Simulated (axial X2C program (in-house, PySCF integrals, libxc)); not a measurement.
# BiC: properties at the nuclei

Wanted for BiC: properties at the nuclei, at the two-component level.

Computed with an in-house X2C program for linear molecules on PySCF integrals. Level: two-component X2C with atomic mean-field terms, Bi dyall-cv3z, C dyall-v3z.

All values are calculated.

## Step 1: The job

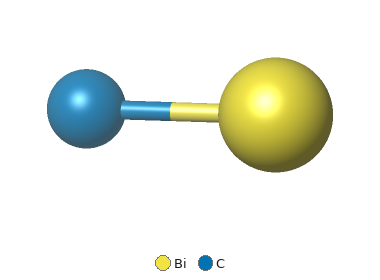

The two atoms at 2.080 Å (bismuth yellow, carbon blue).

task.json

```json
{"zs": [83, 6], "q": 0, "bas": ["dyall-cv3z", "dyall-v3z"], "r0": 2.08, "levels": ["PBE0", "HF", "r2SCAN", "B3LYP", "BHandHLYP"], "nst": 3}
```

Keys: zs atomic numbers; q charge; bas basis sets; r0 starting distance in Å; levels methods (HF also brings MP2); nst determinants followed.

Started as:

```
python soeom.py task.json out
```

Further steps of the session: Expectation values, lowest determinant; Expectation values, a higher determinant; Expectation values, a higher determinant.

Before running it: what results should come out? Wanted: lowest determinant; Eeff magnitude; Ws magnitude Bi; A∥/gI Bi; qzz Bi; higher determinant (for each run or level that gives them).

**Answer**, as computed:

| quantity | value |
| --- | --- |
| lowest determinant | Ω = 3/2 (excess of +ω over −ω: ω = 3/2) |
| Eeff magnitude (GV/cm), PBE0 | 5.29 |
| Ws magnitude Bi (kHz), PBE0 | 6.41 |
| A∥/gI Bi (MHz), PBE0 | 592 |
| qzz Bi (a.u.), PBE0 | -9.33 |
| higher determinant | Ω = 1/2 (excess of +ω over −ω: ω = 1/2) |
| Eeff magnitude (GV/cm), PBE0, higher determinant | 13.5 |
| Ws magnitude Bi (kHz), PBE0, higher determinant | 34.3 |
| A∥/gI Bi (MHz), PBE0, higher determinant | 271 |
| qzz Bi (a.u.), PBE0, higher determinant | 1.44 |
| higher determinant | Ω = 1/2 (excess of +ω over −ω: 2 × ω = -1/2, ω = 3/2) |
| Eeff magnitude (GV/cm), PBE0, higher determinant | 7.36 |
| Ws magnitude Bi (kHz), PBE0, higher determinant | 19.5 |
| A∥/gI Bi (MHz), PBE0, higher determinant | -1860 |
| qzz Bi (a.u.), PBE0, higher determinant | -3.55 |

In words: In the first state, the effective field runs from 1.73 to 77.4 GV/cm over the mean-field levels, so the levels don't agree on it. The expectation values come from single determinants, which for open shells can mix terms of unlike spin or miss the lowest Ω, so a determinant need not be a state. Eeff is the effective electric field on the electron dipole moment in this Ω state and Ws the scalar–pseudoscalar constant (defined with the proton number Z and per Ω); A∥ is the parallel hyperfine constant, which follows by multiplying with the nuclear g factor gI = μI/(I μN); qzz is the electric field gradient, eQq0 = 234.96 MHz × Q/barn × qzz; μ is positive if C is the positive end. The operators were transformed with the bare-nucleus X2C matrices.
